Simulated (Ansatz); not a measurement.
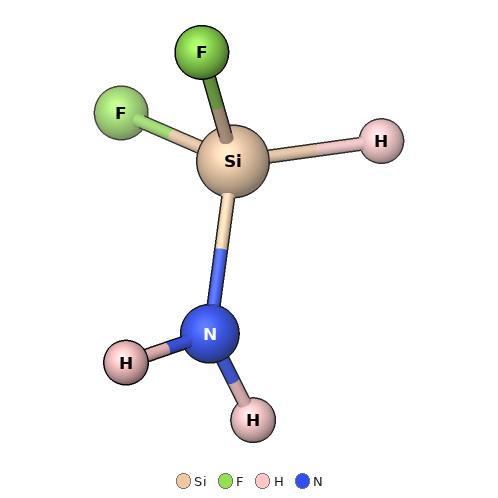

Depth is shown by fading: the farther an atom, the more it takes the colour of the background. Computed geometry: PBE0-D4/def2-TZVP optimisation.

Which symmetry elements does this geometry have?

Answer. It has no symmetry element but the identity, so the point group is C1. The group has 1 operation. The geometry is chiral, and symmetry allows a dipole moment.
